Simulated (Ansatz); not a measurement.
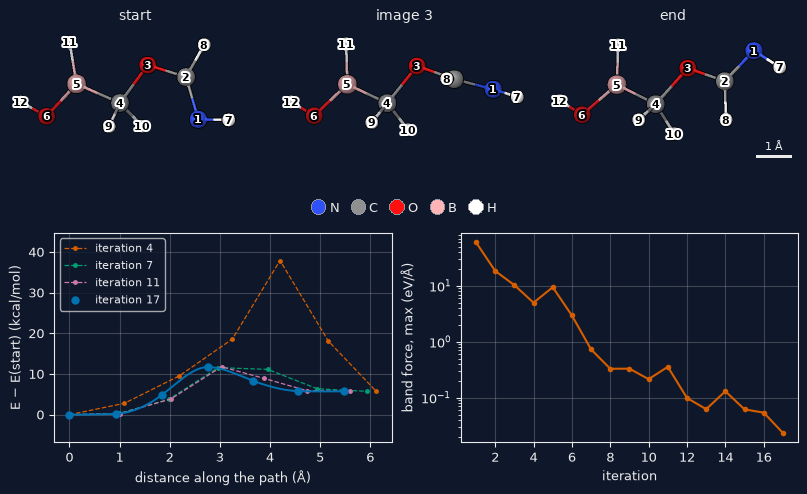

A nudged-elastic-band calculation for C2H6BNO2. Images are numbered from 0 (start) to 6 (end). The plot follows the band through its iterations. A ball-and-stick model, seen at a tilt.

Method: RKS PBE-D4/def2-SVP (Ansatz 0.2.0). Run with 5 movable images; climbing image; force threshold 0.03 eV/Å; iteration limit 60; starting path through a guess of the saddle point.

**How did the profile develop, and is the result final?**

The result is final at these settings. The band converged in 17 iterations. The largest component of the band force went from 60 to 0.023 eV/Å. The climbing image converged on the top of the path. Its vibrational analysis gives one imaginary mode (215i cm⁻¹), as a transition state must have. The first iteration put the highest image at 544.8 kcal/mol. Forward barrier 11.7 kcal/mol, backward barrier 6.0 kcal/mol, with image 3 at the top; the reaction energy is +5.7 kcal/mol.
